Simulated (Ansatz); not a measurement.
# Calculations on Rb₁₆H

## 1. Relaxation

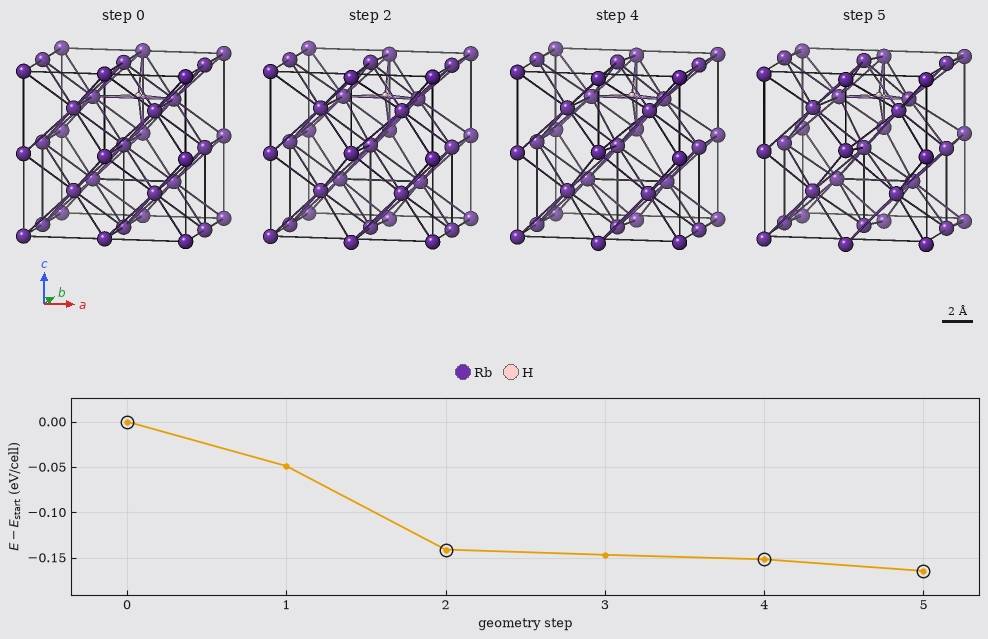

Frames of a relaxation of a defect cell of composition Rb$_{16}$H, marked on the history of the run. The picture is a ball-and-stick view of the cell of the calculation, seen slightly off an axis.

It is an interstitial H in bcc Rb. The run prepares an end point of a later path (interstitial hop) calculation, from a guessed geometry.

Theory: Ansatz 0.2.0, DFT PBE-D3(BJ), scalar-relativistic, plane waves, PAW.

The input:
```yaml
crystal:
  lattice:
    - [11.18, 0.0, 0.0]
    - [0.0, 11.18, 0.0]
    - [0.0, 0.0, 11.18]
  atoms:
    - { symbol: Rb, position: [0.0, 0.0, 0.0] }
    - { symbol: Rb, position: [0.5, 0.0, 0.0] }
    - { symbol: Rb, position: [0.0, 0.5, 0.0] }
    - { symbol: Rb, position: [0.0, 0.0, 0.5] }
    - { symbol: Rb, position: [0.25, 0.25, 0.25] }
    - { symbol: Rb, position: [0.5, 0.5, 0.0] }
    - { symbol: Rb, position: [0.5, 0.0, 0.5] }
    - { symbol: Rb, position: [0.75, 0.25, 0.25] }
    - { symbol: Rb, position: [0.0, 0.5, 0.5] }
    - { symbol: Rb, position: [0.25, 0.75, 0.25] }
    - { symbol: Rb, position: [0.25, 0.25, 0.75] }
    - { symbol: Rb, position: [0.5, 0.5, 0.5] }
    - { symbol: Rb, position: [0.75, 0.75, 0.25] }
    - { symbol: Rb, position: [0.75, 0.25, 0.75] }
    - { symbol: Rb, position: [0.25, 0.75, 0.75] }
    - { symbol: Rb, position: [0.75, 0.75, 0.75] }
    - { symbol: H, position: [0.5023137, 0.8757777, 0.7474385] }
basis:
  ecutwfc: 420.0
kpoints:
  mp_grid: { grid: [2, 2, 2] }
hamiltonian:
  xc: pbe
  dispersion: d3bj
scf:
  occupations: { method: fermi_dirac, width: 0.1 }
  lower_state_search: "off"
relax:
  f_tol: 0.03
  max_steps: 60
  adjacent_minimum: "off"
```

Launched with:
```bash
ansatz run input.yaml --threads 4 --pin off --max-ram 10240MiB --backend cpu --events-out ev --progress --plain --runs-dir out
```

**What happens along the run?**

The largest moves, 0.39 Å, are those of Rb2, Rb7, Rb15 and Rb16. Rb2 goes roughly along −c. By element the largest moves are Rb 0.39 Å, H 0.04 Å. The cell stays as it was. Near-neighbour distances that change, for instance: Rb15–Rb16 5.590 → 4.822 Å, Rb2–Rb15 4.841 → 4.460 Å, Rb10–Rb13 5.590 → 5.229 Å, Rb1–Rb3 5.590 → 5.241 Å. Bond angles that change, for instance: Rb7–H17–Rb16 102.6° → 105.2°. Over 5 geometry steps the energy falls by 0.165 eV per cell of the calculation. Largest force component: 0.2 eV/Å at the start, 0.012 eV/Å at the end. From step 0 to 2: Rb atoms move most (0.25 Å), energy −0.141 eV per cell of the calculation. From step 2 to 4: Rb atoms move most (0.08 Å), energy −10.8 meV per cell of the calculation. From step 4 to 5: Rb atoms move most (0.18 Å), energy −12.8 meV per cell of the calculation.

```csv
step,"E − E(0), meV/atom","largest force component, eV/Å"
0,0.00,0.2044
1,-2.88,0.1751
2,-8.30,0.0339
3,-8.64,0.0230
4,-8.94,0.0183
5,-9.69,0.0117
```

## 2. Relaxation

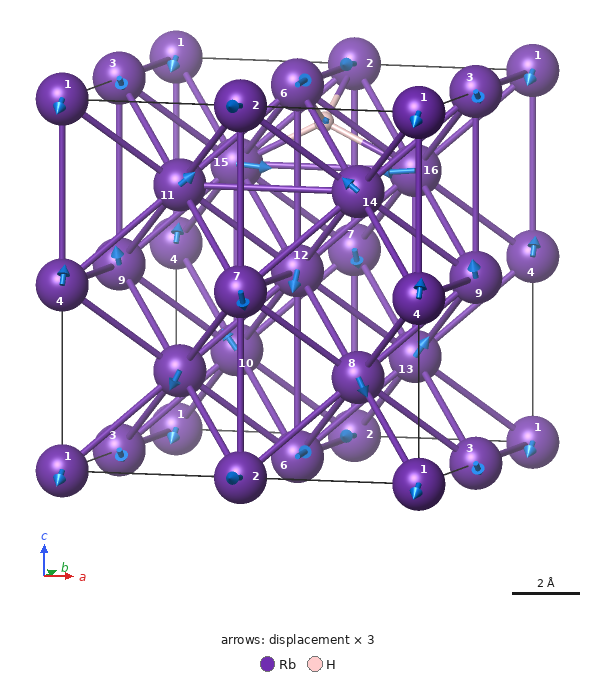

A relaxation of a defect cell of composition Rb16H. The starting structure is drawn; blue arrows show the displacements, magnified 3 times.

The picture is a ball-and-stick view of the cell of the calculation, seen slightly off an axis.

It is an interstitial H in bcc Rb. The run prepares an end point of a later path (interstitial hop) calculation, from a guessed geometry.

These are results of Ansatz, DFT PBE-D3(BJ), scalar-relativistic, plane waves, PAW, not measurements. (plane-wave cutoff 420 eV; k-point mesh 2 × 2 × 2; occupations fermi dirac; smearing width 0.1 eV; no spin polarisation; atoms relaxed in a fixed cell; force threshold 0.03 eV/Å; at most 60 steps)

**Atoms of which element are displaced furthest, and by how much?**

Rubidium: up to 0.37 Å, against 0.07 Å for hydrogen.

**What did the optimiser do to the structure, and how much energy did it gain?**

Over 6 geometry steps the energy falls by 0.166 eV per cell of the calculation. Largest force component: 0.21 eV/Å at the start, 0.0068 eV/Å at the end. The largest moves, 0.37 Å, are those of Rb atoms. Largest moves by element: Rb 0.37 Å, H 0.07 Å. The cell stays as it was. Near-neighbour distances that change, for instance: Rb–Rb 5.590 → 4.851 Å, Rb–Rb 4.841 → 4.462 Å, H–Rb 3.183 → 2.819 Å, Rb–Rb 5.590 → 5.251 Å. Cost: 72 s on 4 threads of Intel(R) Xeon(R) Platinum 8375C CPU @ 2.90GHz (Ice Lake), with other jobs on the host, peak memory 2.9 GiB.

## 3. Path

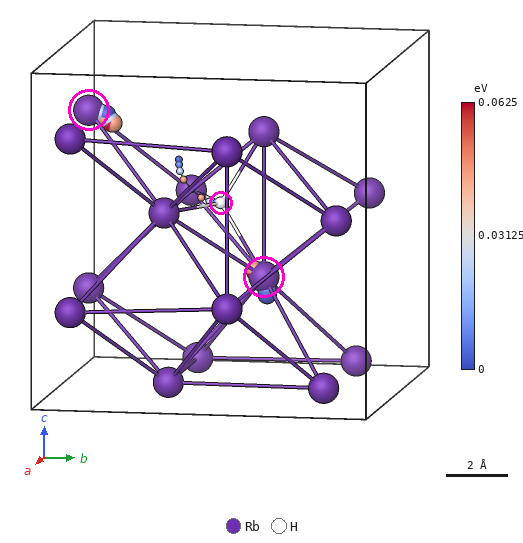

NEB run on Rb with an interstitial H (17 atoms in the cell). Images are numbered from 0 (start) to 8 (end). The start is drawn whole; smaller spheres mark the moving atoms (Rb, H) in the later images, joined by lines and coloured by the energy of the image relative to the start. A ball-and-stick model of the simulation cell (origin moved), seen slightly off an axis. The atoms that move most are ringed. Bonds to atoms that aren't drawn are left out.

Computed with DFT PBE-D3(BJ), scalar-relativistic, plane waves, PAW in Ansatz 0.2.0. Set-up: plane-wave cutoff 420 eV; k-point mesh 2 × 2 × 2; Fermi-Dirac smearing 0.1 eV; 7 movable images; climbing image; force threshold 0.05 eV/Å; iteration limit 22; starting path by straight interpolation.

> What moves, how far, and at what cost in energy?

The H atom travels furthest, 1.98 Å from end to end, along [0 −1 1], on a path that bends up to 0.39 Å away from the straight line. At the highest image its nearest neighbour (Rb) is 2.87 Å away, against 2.81 Å at the start, and the surrounding atoms stand up to 0.57 Å off the mean of their end positions. The barrier is about 0.062 eV in both directions, with image 4 at the top; the ends have nearly the same energy. The band converged in 8 iterations, with a climbing image at the top.
